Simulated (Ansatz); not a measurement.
**One shape, several levels: SnH2F (SMILES [F][SnH2])**

We compute a comparison of 6 runs (U-r2SCAN/STO-3G, UB2PLYP/STO-3G, UHSE06/STO-3G, RPA@PBE/STO-3G, UCCSD/STO-3G, UCCSD(T)/STO-3G) of SnH2F. 

The results are computed with Ansatz 0.2.0.

59 further runs of the same task are left out: 7 that didn't finish, 52 set aside as unsound or not needed.

### 1 Starting point

SnH2F: 4 atoms, total charge 0, spin state doublet. As SMILES, `[F][SnH2]`. The H4–Sn2 distance was set to 2.590 Å, away from the relaxed value. At this shape a bond of the SMILES string is far longer than usual.

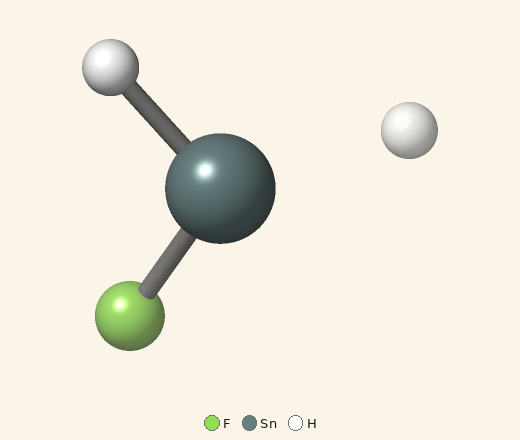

The structure, seen from a chosen angle (fluorine green, tin teal, hydrogen white).

### 2 The energy at U-r2SCAN/STO-3G (run 1)

job.yaml reads:

```yaml
crystal:
  periodic: [false, false, false]
  atoms:
    - {symbol: F, position_ang: [-1.736298, -1.024193, 0.764899]}
    - {symbol: Sn, position_ang: [-0.155398, -1.076393, -0.344101]}
    - {symbol: H, position_ang: [1.000402, -1.888593, 0.648299]}
    - {symbol: H, position_ang: [0.395700, 1.426200, -0.716700]}
basis:
  gaussian:
    orbitals: STO-3G
accuracy: high
magnetization:
  spin_polarized: true
  initial_magnetization: 1
hamiltonian:
  xc: {name: r2SCAN}
```

Command:

```bash
$ ansatz run job.yaml --threads 1 --pin off --max-ram 2610MiB --events-out events.jsonl --progress --plain --runs-dir runs
```

What it wrote:

```text
Warning: RAYON_NUM_THREADS=1 ignored (pool sized by the plan → 1); use --threads N
Functional definition: r2SCAN
  name "r2SCAN"
  parameter k0 = 0.174
  parameter k1 = 0.065
  parameter a1 = 4.9479
  exchange = r2scan_x(k0 = k0, k1 = k1, a1 = a1)
  correlation = r2scan_c
610 factors; integrals over basis functions are off by at most 4.8e-9 eV
mean field evaluation 1: about -165032.5044 eV, gradient 1.3e1 eV
mean field evaluation 2: about -165022.6695 eV, gradient 2.9e1 eV
mean field evaluation 4: about -165034.7701 eV, gradient 4.8e0 eV
mean field evaluation 8: about -165035.0409 eV, gradient 3.0e-1 eV
mean field evaluation 16: about -165035.0509 eV, gradient 3.4e-4 eV
mean field -165035.05085212 eV, -6064.9262540403 hartree, gradient 6.0e-8 eV, S^2 0.842622; 0 other end points of the search recorded, 0 dependent functions left out
reference -165035.05085295 eV, -6064.9262540708 hartree; 31, 30 occupied and 3, 4 virtual orbitals, 610 factors
Total energy: -165035.05085295 eV, -6064.9262540708 hartree
```

Wall time 8.1 s (1 thread of Arm Neoverse V2, shared host); peak memory 0.23 GiB.

### 3 The energy at UB2PLYP/STO-3G (run 2)

Changes to job.yaml since step 2:

```diff
@@ -8,9 +8,6 @@
 basis:
-  gaussian:
-    orbitals: STO-3G
+  gaussian: {orbitals: STO-3G}
+magnetization: {spin_polarized: true, initial_magnetization: 1}
+hamiltonian: {xc: {name: B2PLYP}}
+correlation: {frozen_orbitals: {F: 1, H: 0, Sn: 18}}
 accuracy: high
-magnetization:
-  spin_polarized: true
-  initial_magnetization: 1
-hamiltonian:
-  xc: {name: r2SCAN}
```

Command:

```bash
$ ansatz run job.yaml --threads 1 --pin off --max-ram 2610MiB --events-out events.jsonl --progress --plain --runs-dir runs
```

What it wrote:

```text
Warning: RAYON_NUM_THREADS=1 ignored (pool sized by the plan → 1); use --threads N
Functional definition: B2PLYP
  name "B2PLYP"
  parameter a = 0.53
  parameter c = 0.27
  exchange = (1 - a)*b88_x + a*exact_x
  correlation = (1 - c)*lyp_c + c*(mp2_os + mp2_ss)
610 factors; integrals over basis functions are off by at most 4.8e-9 eV
mean field evaluation 1: about -165010.8979 eV, gradient 1.3e1 eV
mean field evaluation 2: about -165010.8979 eV, gradient 1.3e1 eV
mean field evaluation 4: about -165013.5276 eV, gradient 2.4e0 eV
mean field evaluation 8: about -165013.8396 eV, gradient 1.2e-1 eV
mean field evaluation 16: about -165013.8362 eV, gradient 5.8e-4 eV
mean field -165013.83624158 eV, -6064.1466314826 hartree, gradient 4.8e-8 eV, S^2 0.947239; 0 other end points of the search recorded, 0 dependent functions left out
19 core orbitals not correlated: weight in the atoms' cores, before any rotation towards them, 1.000 or more for the frozen orbitals, at most 0.000 for the correlated occupied ones
reference -165013.83625817 eV, -6064.1466320923 hartree; 12, 11 occupied and 3, 4 virtual orbitals, 610 factors
second order -2.15539754 eV of doubles, -0.00000000 eV of singles
Total energy: -165014.41821551 eV, -6064.1680186299 hartree
```

Wall time 3.3 s (1 thread of Arm Neoverse V2, shared host); peak memory 0.16 GiB.

Runs 3 to 5 aren't shown in full; the table further down has their settings and results.

### 4 The energy at UCCSD(T)/STO-3G (run 6)

in.yaml reads:

```yaml
basis:
  gaussian:
    orbitals: STO-3G
crystal:
  periodic: [false, false, false]
  atoms:
    - {symbol: F, position_ang: [-1.736298, -1.024193, 0.764899]}
    - {symbol: Sn, position_ang: [-0.155398, -1.076393, -0.344101]}
    - {symbol: H, position_ang: [1.000402, -1.888593, 0.648299]}
    - {symbol: H, position_ang: [0.395700, 1.426200, -0.716700]}
magnetization:
  spin_polarized: true
  initial_magnetization: 1
correlation:
  method: ccsd_t
  frozen_orbitals: {F: 1, H: 0, Sn: 18}
accuracy: high
scf:
  omitted_lower_state_checks: [cluster_reference, increment]
```

Command:

```bash
$ ansatz run in.yaml --threads 1 --pin off --max-ram 2610MiB --events-out events.jsonl --progress --plain --runs-dir runs
```

What it wrote:

```text
Warning: RAYON_NUM_THREADS=1 ignored (pool sized by the plan → 1); use --threads N
[... 12 lines left out ...]
19 core orbitals not correlated: weight in the atoms' cores, before any rotation towards them, 1.000 or more for the frozen orbitals, at most 0.000 for the correlated occupied ones
[... 40 lines left out ...]
Total energy: -164966.93665714 eV, -6062.4231035443 hartree
Checks for a lower state left out: cluster_reference, increment
```

It took 1.1 s on 1 thread of Arm Neoverse V2, shared host; peak memory 0.1 GiB.

### 5 All runs side by side

```
run            level  frozen core orbitals   energy (Eh)   ⟨S²⟩  wall time
  1  U-r2SCAN/STO-3G                     –  -6064.926254  0.843      8.1 s
  2   UB2PLYP/STO-3G                    19  -6064.168019  0.947      3.3 s
  3    UHSE06/STO-3G                     –  -6064.415876  0.861      3.3 s
  4   RPA@PBE/STO-3G                    19  -6062.464108  0.784      3.3 s
  5     UCCSD/STO-3G                    19  -6062.417896  1.093      1.1 s
  6  UCCSD(T)/STO-3G                    19  -6062.423104  1.093      1.1 s
```

### 6 Summary of results

| quantity | value |
| --- | --- |
| run 6: total energy | -6062.42310 Eh |
| run 6: correlation energy (19 core orbitals frozen) | -78.1 mEh |
| run 6: (T) correction | -5.21 mEh |
| run 6: ⟨S²⟩ of the reference determinant | 1.093 |
| run 6: T1 diagnostic | 0.040 |

Totals of different functionals can't be ranked against each other. In runs 1, 2, 3, 4, 5, 6 the basis is minimal, so the values are rough. In runs 1, 2, 3, 4, 5, 6 relativity is left out where basis or elements ask for it. Spin contamination of the reference: run 5 ⟨S²⟩ = 1.09, run 6 ⟨S²⟩ = 1.09, run 2 ⟨S²⟩ = 0.95, run 3 ⟨S²⟩ = 0.86. All runs together took 20 s, the longest 8.1 s.
